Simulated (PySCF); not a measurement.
# H10N6Si4: what the fields show

```csv
atom,x (Å),y (Å),z (Å)
Si,-0.4081,0.8946,1.4796
H,-0.6857,1.6102,2.7552
N,-1.8483,0.2979,0.6878
Si,-1.5281,-0.5992,-0.7950
H,-2.8003,-1.1107,-1.3729
N,-0.4190,-1.9138,-0.4499
Si,1.0590,-1.3933,0.3315
H,1.9548,-2.5414,0.6409
N,0.6262,-0.5051,1.7820
N,1.8012,-0.2596,-0.7837
Si,0.8210,1.1404,-1.1702
H,1.5160,2.0577,-2.1136
N,0.3913,1.9469,0.3216
N,-0.6779,0.5205,-1.8317
H,-2.4963,-0.1512,1.3337
H,-0.8599,-2.7483,-0.0687
H,1.4087,-0.3290,2.4111
H,2.2003,-0.7093,-1.6079
H,1.1047,2.5516,0.7239
H,-1.2974,1.2552,-2.1742
```

Geometry: PBE0-D3(BJ)/def2-SVP.

All numbers below come from PBE0/def2-SVPD, SCF density, gas phase (PySCF 2.14.0).

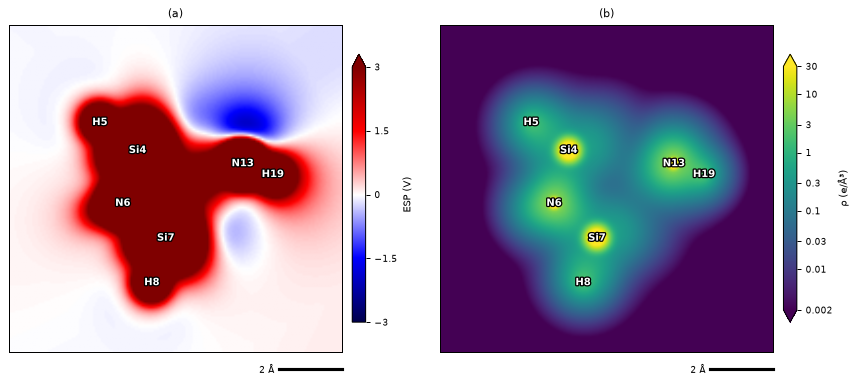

Figure 1. (a) molecular electrostatic potential; (b) electron density on the plane of atoms N6, Si7 and H8.

**Describe what can be read from this map.**

The plane passes through Si, H and N nuclei.
Si–N (1.75 Å): ρ at the midpoint is about 1 e/Å³.
N–H (1.02 Å): the density is about 2.7 e/Å³ at the midpoint.
Si–H (1.49 Å): ρ is about 0.79 e/Å³ halfway.
Outside the dense part of the molecule the potential is most negative (−1.9 V) near N6 and N13.

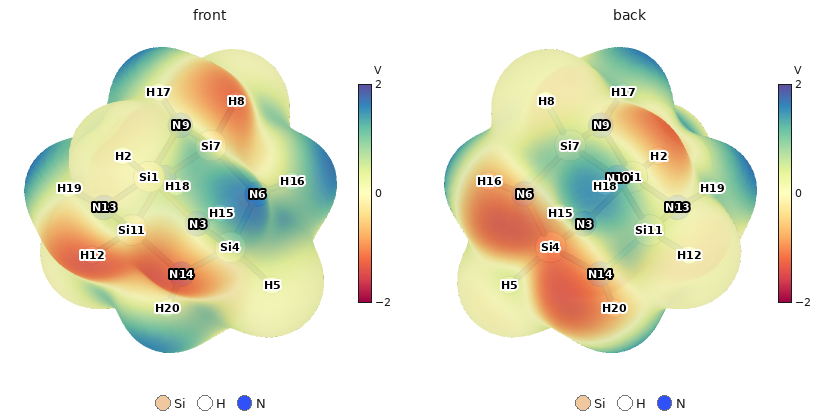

Figure 2. The molecular electrostatic potential painted on the density surface at 0.002 e/bohr³, seen from the front and from behind; red is negative and blue positive.

**Which sites attract a positive test charge, and which a negative one?**

A positive charge is drawn to the negative regions and a negative charge to the positive ones. The most negative region (about −1.4 V) lies over N3, N6, N13 and N14, the most positive (about +1.7 V) over H15, H16, H17 and H19.
